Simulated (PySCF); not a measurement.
**trifluoroacetate (C2F3O2−): NMR shifts and spin-spin couplings**

What NMR shifts and spin-spin couplings should trifluoroacetate (C2F3O2−) (`O=C([O-])C(F)(F)F`) show?

The runs use PySCF 2.14.0, with density-fitted response routines of our own; the level of theory stands in each step. All values are computed, except where a source is named. Atoms are numbered from 0 throughout.

### 1 Starting geometry

7 atoms, charge -1, multiplicity 1; geometry from: GFN2-xTB, dihedral held. The dihedral O2–C1–C3–F5 is held at 180°.

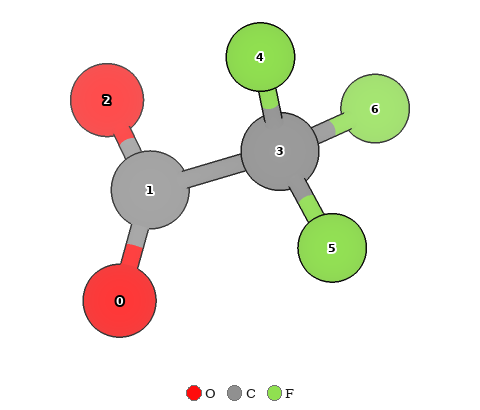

The starting geometry (oxygen red, carbon grey, fluorine green), atoms numbered.

### 2 Nuclear shieldings: PBE0/pcSseg-1

The job: settings as JSON, then the geometry in Å.

```
{"job": {"kind": "nmr", "xc": "PBE0", "basis": "pcSseg-1", "pop": true}, "charge": -1, "multiplicity": 1}
O      1.345527    -1.198213    -0.595916
C      1.025360    -0.191046     0.010781
O      1.630536     0.658141     0.642877
C     -0.600115     0.101028    -0.025201
F     -0.913205     1.297630    -0.590109
F     -1.324391    -0.813725    -0.716102
F     -1.162922     0.134319     1.212247
```

Method: GIAO PBE0/pcSseg-1 NMR shielding, non-relativistic, gas phase.

**Question.** This job is followed by: B3LYP/pcJ-1 indirect spin-spin coupling, non-relativistic, gas phase. What will the session give for the following? 13C shifts against TMS (PBE0/pcSseg-1); 17O shifts against H2O (PBE0/pcSseg-1); 19F shifts against CFCl3 (PBE0/pcSseg-1); largest coupling of the table (B3LYP/pcJ-1).

As calculated:

| quantity | value |
| --- | --- |
| 13C shifts against TMS (PBE0/pcSseg-1) | 156.1, 132.5 ppm |
| 17O shifts against H2O (PBE0/pcSseg-1) | 308.7, 295.6 ppm |
| 19F shifts against CFCl3 (PBE0/pcSseg-1) | -95.1, -95.1, -95.4 ppm |
| largest coupling of the table (B3LYP/pcJ-1) | 1J(C,F) C3–F6, -419.8 Hz |

In words: Shifts at one fixed geometry are not the observed spectrum, which averages over the motion. The geometry holds a dihedral fixed, so it need not be a minimum. At PBE0/pcSseg-1: The widest tensor belongs to O0: span 395 ppm, with a paramagnetic part of -377 ppm. In the run at B3LYP/pcJ-1, the largest coupling of the table is C3–F6, -419.8 Hz, of which the Fermi-contact term gives -398.1 Hz. Density functionals describe couplings to fluorine poorly, F–F couplings above all, so those rows are rough.
